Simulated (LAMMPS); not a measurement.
Molecular dynamics of Cu (fcc), 4000 atoms, at 300 K and 0 GPa, heated as the crystal.

All values are model results, not measurements: classical MD, pair style eam/alloy, file Cu_mishin1.eam.alloy, run in LAMMPS.

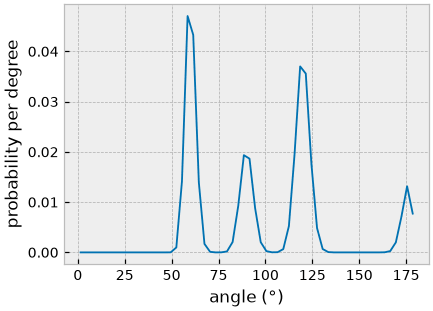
Figure. Probability per degree against angle (°)

Read from the full data:
- state found: crystal; no diffusion seen in 30 ps
- most common Cu-Cu-Cu angle: in the 3° bin centred on 58.5° (mean of all 98°)
